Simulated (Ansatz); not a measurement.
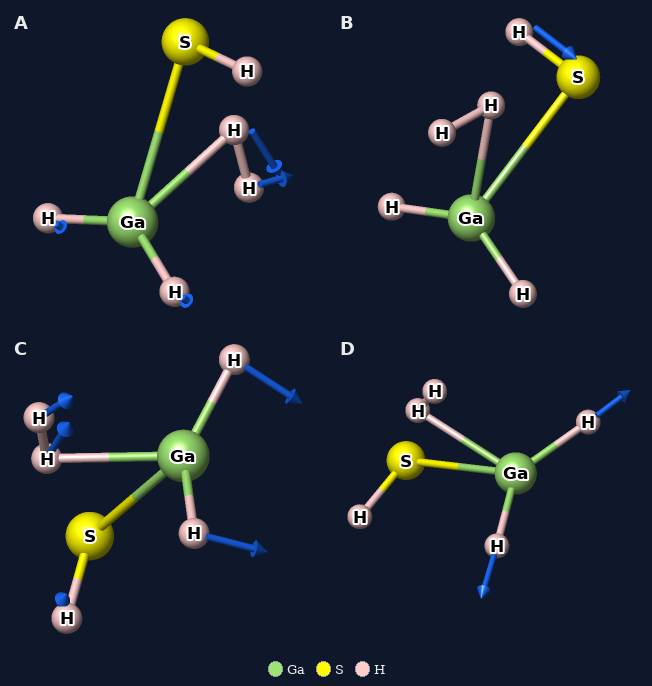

4 normal modes of one molecule or complex, as arrows. Harmonic vibrations computed with RKS PBE0-D4/def2-SVP (Ansatz 0.2.0) at a stationary point of the same level. It is a saddle point of order 1.

> Match the panels to the wavenumbers 838i cm⁻¹, 655 cm⁻¹, 2037 cm⁻¹, 2703 cm⁻¹.

A: 838i cm⁻¹
B: 2703 cm⁻¹, S–H stretching
C: 655 cm⁻¹
D: 2037 cm⁻¹, in-phase stretching of 2 Ga–H bonds
